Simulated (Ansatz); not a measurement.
# BH3: molecular dynamics, part 2 of 2

Purpose: to follow the molecule's vibrations and see whether its bonds hold. The start is relaxed first. Runs: 100 steps of 1 fs under a Nosé-Hoover thermostat at 700 K; 100 steps of 0.25 fs under a Nosé-Hoover thermostat at 500 K; 100 steps of 0.5 fs under a Langevin thermostat at 1000 K. SMILES of the start: B.

Ansatz 0.2.0; RKS PBE/def2-SVP.

**11. Run 3**

100 steps of 0.5 fs under a Langevin thermostat at 1000 K, from the relaxed start.

Input file input.yaml:

```yaml
crystal:
  periodic: [false, false, false]
  atoms:
    - { symbol: B, position_ang: [0.0, 0.0, -2.0e-06] }
    - { symbol: H, position_ang: [0.0, 0.0, 1.214132] }
    - { symbol: H, position_ang: [1.051472, 0.0, -0.607065] }
    - { symbol: H, position_ang: [-1.051472, 0.0, -0.607065] }
basis:
  gaussian: { orbitals: def2-SVP }
hamiltonian:
  xc: pbe
md:
  timestep: 0.5
  n_steps: 100
  ensemble: nvt_langevin
  temperature: 1000.0
  initial_velocities: maxwell_boltzmann
  seed: 331748
  friction: 0.05
```

Started as:

```sh
> ansatz run input.yaml --threads 1 --pin off --max-ram 2048MiB --backend cpu --events-out ev --progress --plain --runs-dir out
```

Log (excerpt; [...] marks lines left out):

```text
Warning: RAYON_NUM_THREADS=1 ignored (pool sized by the plan → 1); use --threads N
[...]
Functional definition: PBE
[...]
328 factors; their error is unknown
[...]
mean field -721.64678269 eV, -26.5200301141 hartree, gradient 6.1e-6 eV, S^2 0.000000; 0 other end points of the search recorded, 0 dependent functions left out
[...]
reference -721.64680858 eV, -26.5200310655 hartree; 4, 4 occupied and 25, 25 virtual orbitals, 328 factors
md step     0: t =     0.00 fs  T =   750.0 K  F+E_penalty+E_count = -721.64678269 eV  E_kin = 0.387780 eV  (20 SCF iters)
[...]
md step    12: t =     6.00 fs  T =   735.1 K  F+E_penalty+E_count = -721.60998940 eV  E_kin = 0.380060 eV  (21 SCF iters)
[...]
md step    24: t =    12.00 fs  T =   672.9 K  F+E_penalty+E_count = -721.51873053 eV  E_kin = 0.347895 eV  (22 SCF iters)
[...]
md step    36: t =    18.00 fs  T =   565.0 K  F+E_penalty+E_count = -721.31415648 eV  E_kin = 0.292140 eV  (24 SCF iters)
[...]
md step    48: t =    24.00 fs  T =   941.4 K  F+E_penalty+E_count = -721.41868778 eV  E_kin = 0.486718 eV  (23 SCF iters)
md step    49: t =    24.50 fs  T =  1076.6 K  F+E_penalty+E_count = -721.45305186 eV  E_kin = 0.556632 eV  (24 SCF iters)
md step    50: t =    25.00 fs  T =  1050.5 K  F+E_penalty+E_count = -721.49450065 eV  E_kin = 0.543171 eV  (23 SCF iters)
```

**12. More of the same log: dynamics from the start**

The log, continued (excerpt; [...] marks lines left out):

```text
md step    51: t =    25.50 fs  T =  1168.5 K  F+E_penalty+E_count = -721.52849007 eV  E_kin = 0.604182 eV  (23 SCF iters)
[...]
md step    63: t =    31.50 fs  T =   633.1 K  F+E_penalty+E_count = -721.50412799 eV  E_kin = 0.327325 eV  (23 SCF iters)
[...]
md step    75: t =    37.50 fs  T =   656.6 K  F+E_penalty+E_count = -721.55004953 eV  E_kin = 0.339465 eV  (23 SCF iters)
[...]
md step    87: t =    43.50 fs  T =  1230.2 K  F+E_penalty+E_count = -721.44559808 eV  E_kin = 0.636068 eV  (22 SCF iters)
[...]
md step    99: t =    49.50 fs  T =   986.7 K  F+E_penalty+E_count = -721.28304051 eV  E_kin = 0.510154 eV  (23 SCF iters)
[...]
md step   100: t =    50.00 fs  T =   986.0 K  F+E_penalty+E_count = -721.33532236 eV  E_kin = 0.509802 eV  (20 SCF iters)
Total energy: -721.33534808 eV, -26.5085851033 hartree
Atom 0 at     0.101718     0.053012    -0.117453 Å, force    -0.650666    -2.530633     0.953665 eV/Å
Atom 1 at     0.253232    -0.703469     0.900735 Å, force     0.386474     0.537795    -0.915575 eV/Å
Atom 2 at     0.184466    -0.564492    -1.213965 Å, force     0.166695     1.103212     0.600265 eV/Å
Atom 3 at    -0.427765     1.048165     0.274618 Å, force     0.097498     0.889626    -0.638356 eV/Å
Dipole moment:     0.040318     0.046867    -0.023430 e Å
```

It took 18 s on 1 thread of Intel Xeon Platinum 8488C (Sapphire Rapids), shared host; peak memory 0.088 GiB.

**13. Frames and traces**

The trajectory, every 8 steps (energies from step 0):

| time (fs) | T (K) | potential energy change (meV/atom) |
| --- | --- | --- |
| 0.0 | 750 | 0.0 |
| 4.0 | 670 | 41.2 |
| 8.0 | 798 | 12.8 |
| 12.0 | 673 | 32.0 |
| 16.0 | 629 | 63.4 |
| 20.0 | 912 | 41.8 |
| 24.0 | 941 | 57.0 |
| 28.0 | 898 | 46.7 |
| 32.0 | 709 | 29.8 |
| 36.0 | 508 | 57.7 |
| 40.0 | 665 | 40.7 |
| 44.0 | 1174 | 45.1 |
| 48.0 | 556 | 134.8 |
| 50.0 | 986 | 77.9 |

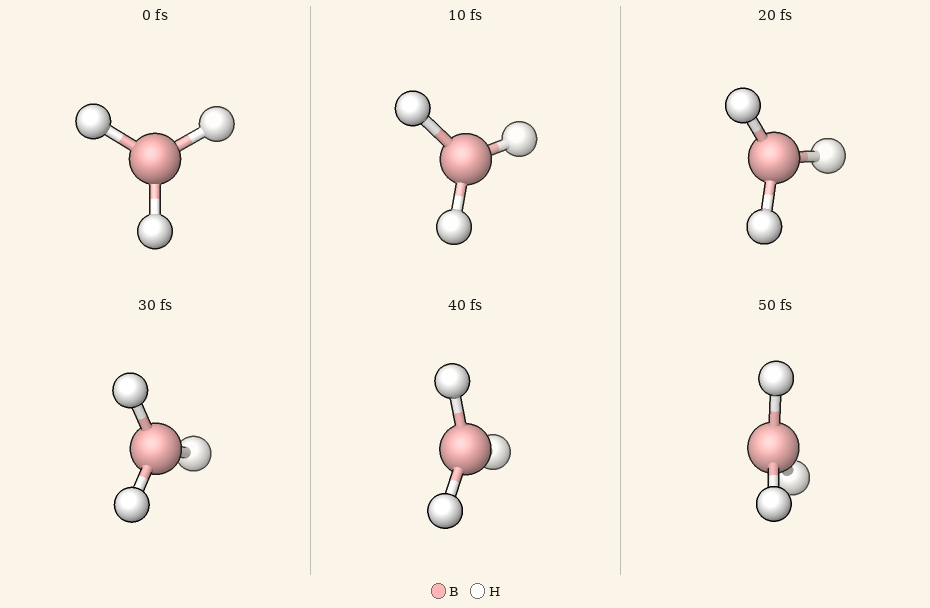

Six frames of the run, seen from a chosen angle. Sticks join atoms within a bonding distance in each frame.

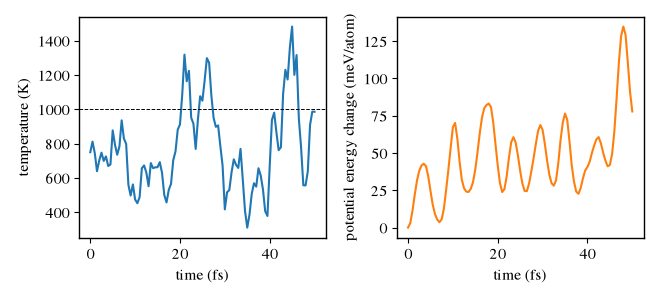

Traces against time; each panel has its own scale. The dashed line is the set temperature.

**14. Snapshots as a file**

Extended XYZ, with forces in eV/Å:

```xyz
4
time_fs=6.0 T=735 dE=0.0368
B    -0.020   -0.003    0.016   -1.052    0.223   -0.091
H     0.151   -0.054    1.222   -0.162    0.041   -0.081
H     0.923   -0.206   -0.694    0.268   -0.053   -0.316
H    -1.153    0.253   -0.490    0.946   -0.211    0.487
4
time_fs=12.5 T=632 dE=0.1054
B    -0.041   -0.019    0.050    1.159   -0.552   -1.121
H     0.174   -0.112    1.218    0.041   -0.009    0.603
H     0.915   -0.454   -0.723   -1.363    0.626    0.725
H    -1.100    0.453   -0.320    0.162   -0.066   -0.207
4
time_fs=19.0 T=754 dE=0.2816
B     0.011   -0.036    0.016   -3.380    1.740    2.602
H     0.210   -0.216    1.216    0.268   -0.007   -0.310
H     0.670   -0.502   -0.762    1.458   -0.866   -2.011
H    -1.108    0.643   -0.142    1.655   -0.867   -0.281
4
time_fs=25.0 T=1051 dE=0.1523
B     0.026   -0.013   -0.027    1.644   -1.510   -0.323
H     0.357   -0.334    1.072    0.259   -0.309    0.557
H     0.627   -0.601   -0.960   -0.707    0.650    0.401
H    -0.778    0.811   -0.018   -1.195    1.170   -0.634
4
time_fs=31.0 T=529 dE=0.1802
B     0.070    0.048   -0.064   -0.201    1.194    0.132
H     0.581   -0.412    0.915   -0.329    0.075    0.837
H     0.611   -0.464   -0.992   -0.216   -0.054   -1.010
H    -0.745    1.034   -0.104    0.746   -1.214    0.041
4
time_fs=37.5 T=657 dE=0.0967
B     0.085    0.050   -0.072    1.173    0.200   -0.995
H     0.573   -0.332    0.976   -0.340   -0.162   -0.060
H     0.472   -0.381   -1.179   -0.303   -0.211    0.723
H    -0.561    1.054   -0.181   -0.531    0.174    0.332
4
time_fs=44.0 T=1174 dE=0.1802
B     0.125    0.066   -0.110   -1.983    1.293    2.273
H     0.384   -0.484    0.957    0.385    0.100   -0.370
H     0.265   -0.428   -1.138    0.579   -0.589   -1.545
H    -0.631    1.095    0.031    1.020   -0.804   -0.358
4
time_fs=50.0 T=986 dE=0.3115
B     0.102    0.053   -0.117   -0.651   -2.531    0.954
H     0.253   -0.704    0.901    0.387    0.538   -0.916
H     0.184   -0.565   -1.214    0.167    1.103    0.600
H    -0.428    1.048    0.275    0.098    0.890   -0.638
```

On run 3: Against a set 1000 K the second half averages 806 K with a spread of 293 K; 56 meV/atom has gone into potential energy, and a thermostat that acts over some 20 fs has not made it up in 50 fs. The bonds all hold.

**15. Summary of results**

The summary covers parts 1 to 2.

| quantity | value |
| --- | --- |
| relaxation of the start | 2 moves, 0.021 eV lower |
| run 1: length | 100 steps of 1 fs |
| run 1: temperature, first and last step | 700 and 781 K |
| run 1: temperature, second half | mean 780 K, from 103 to 1435 K |
| run 1: potential energy, second half | +55 meV/atom from this run's first step |
| run 1: largest change of the conserved energy | 6.59 meV/atom |
| run 1: bonds formed or broken | 0 |
| run 2: length | 100 steps of 0.25 fs |
| run 2: temperature, first and last step | 500 and 216 K |
| run 2: temperature, second half | mean 247 K, from 17 to 472 K |
| run 2: potential energy, second half | +17 meV/atom from this run's first step |
| run 2: largest change of the conserved energy | 0.05 meV/atom |
| run 2: bonds formed or broken | 0 |
| run 3: length | 100 steps of 0.5 fs |
| run 3: temperature, first and last step | 750 and 986 K |
| run 3: temperature, second half | mean 806 K, from 310 to 1483 K |
| run 3: potential energy, second half | +56 meV/atom from this run's first step |
| run 3: bonds formed or broken | 0 |

In words: Mean temperatures of the second halves: 780 K, 247 K, 806 K. No bond formed or broke in any run. Averages from a run of 50 fs with 4 atoms are rough. The nuclei move classically, without zero-point motion, which matters most for hydrogen.
